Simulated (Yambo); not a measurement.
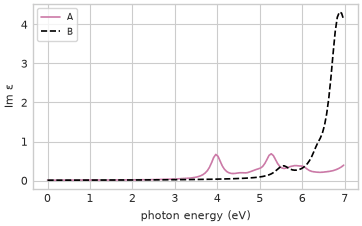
*Two computed absorption spectra of K$_{2}$NiF$_{6}$ (space group Fm-3m, No. 225) (Yambo, PBEsol bands with the same scissor, field along x)*

**Question.** Which curve includes the electron-hole attraction (BSE), and where are its main peaks?

**Answer.** Curve A: the attraction moves weight to lower energy (centre of the plotted range 5.1 eV against 6.4 eV). Its peaks lie at 4.0 eV, 5.3 eV, 5.8 eV. Settings: 4×4×4 mesh, 21 valence and 3 conduction bands, static screening with 86 bands and a 3 Ry block, scissor 3.63 eV, Tamm-Dancoff. The scissor comes from a G0W0 run whose convergence isn't established. Broadening 0.15 eV. The band window holds all transitions up to 13.4 eV. Fine structure above the onset can come from the mesh.

Geometry of the Materials Project entry, not relaxed at this level; primitive cell a = b = c = 5.659 Å, α = β = γ = 60.00°.

The structure is a Materials Project entry; no match was found in the copy of COD used, and its stability was not checked.

The runs are not spin-polarised; magnetic order was not tried.
